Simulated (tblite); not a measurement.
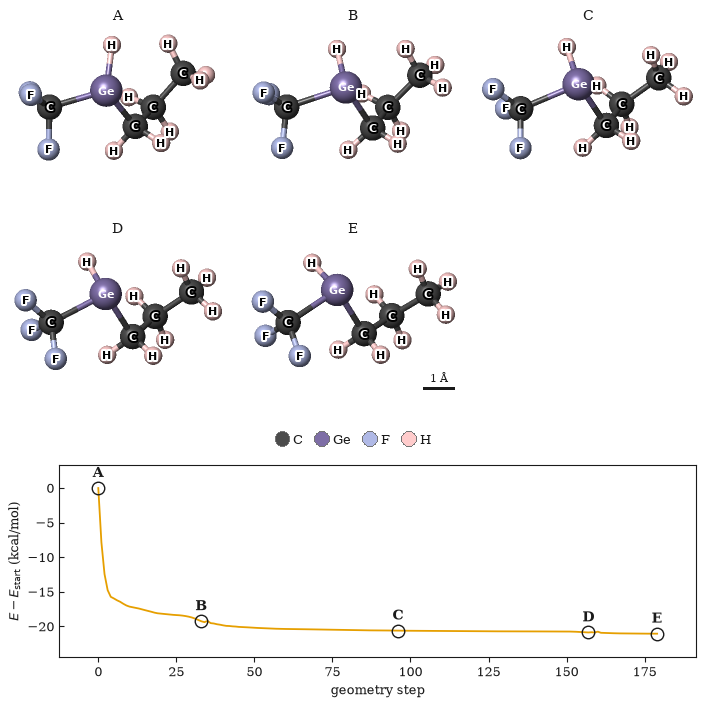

Frames of a relaxation of C₄H₈F₃Ge (multiplicity 2), marked on the history of the run. A ball-and-stick model, seen at a tilt.

These are results of tblite, GFN2-xTB geometry optimisation, gas phase, not measurements. 

### What happens along the run?

The largest move after the best rigid fit is that of an H atom, 1.58 Å. By element the largest moves are H 1.58 Å, F 1.22 Å, Ge 0.58 Å, C 0.45 Å. Among the contacts that change: C–Ge 1.944 → 2.066 Å, C–Ge 1.927 → 2.048 Å, C–H 1.140 → 1.087 Å, Ge–H 1.533 → 1.578 Å. Bond angles that change, for instance: C–Ge–H 113.3° → 96.6°, C–Ge–H 115.3° → 104.8°, C–Ge–C 109.1° → 100.1°. Groups turn about C–C by about 25°. After 179 geometry steps the energy has fallen by 21.0 kcal/mol. Cost: 1.2 s on 1 thread of Arm Neoverse V1 (shared host). From step 0 to 33: an H atom moves most (0.60 Å), energy −19.2 kcal/mol. From step 33 to 96: F and H atoms move most (0.49 Å), energy −1.36 kcal/mol. From step 96 to 157: F and H atoms move most (0.43 Å), energy −0.26 kcal/mol. From step 157 to 179: an H atom moves most (0.38 Å), energy −0.17 kcal/mol.

```tsv
step	E − E(0), kcal/mol
0	0.00
1	-7.85
2	-12.44
3	-14.75
4	-15.72
5	-15.95
6	-16.22
7	-16.43
8	-16.72
9	-16.96
10	-17.13
19	-18.09
28	-18.50
37	-19.57
46	-20.08
54	-20.27
63	-20.37
72	-20.44
81	-20.53
90	-20.57
99	-20.62
108	-20.64
117	-20.67
126	-20.69
135	-20.71
143	-20.72
152	-20.75
161	-20.91
170	-21.02
179	-21.04
```
